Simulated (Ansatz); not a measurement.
Energy landscape of IrPt

4 relaxations of IrPt ended in 4 distinct structures. Level of theory: r2SCAN (plane waves to 500 eV, PAW, scalar-relativistic; Ansatz, a program for electronic structure).

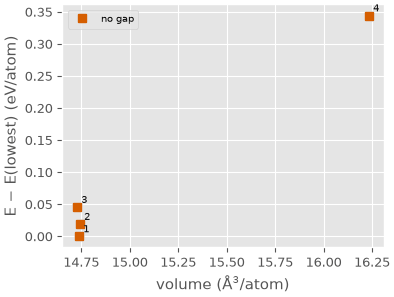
Figure: Energy against volume of the distinct structures, numbered as in the table

```tsv
#	space group	Pearson	type	E − E(lowest) (eV/atom)	V (Å³/atom)	runs ending here
1	Pmmn	oP4	–	0.00	14.74	1
2	C2/m	mS8	–	0.02	14.74	1
3	R-3m	hR2	–	0.05	14.73	1
4	Pnma	oP8	–	0.34	16.23	1
```

All are gapless at this level. Pmmn, oP4 is the lowest among the structures calculated here.

IrPt has the orthorhombic space group Pmmn, origin choice 1 (No. 59), Pearson symbol oP4. Conventional cell: a = 2.757 Å, b = 3.872 Å, c = 5.523 Å, α = β = γ = 90.00°. Ir on 2a is coordinated by 6 Pt at 2.686–2.837 Å and 6 Ir at 2.695–2.757 Å (cuboctahedral). Pt on 2a is surrounded by 6 Ir at 2.686–2.837 Å and 6 Pt at 2.757–2.770 Å (cuboctahedral). (Neighbours: up to the widest gap in distance over summed covalent radii, below 1.35, at either atom.)

Each run could gain symmetry but not lose that of its start, so entries can be saddle points. All of these are generated cells (placed on structure types, drawn at random, substituted or restacked) that were not matched to a known phase here. The real structure of this composition may not be among these, and whether this composition forms is not checked here. Static energies at zero pressure. No spin polarisation in the result.
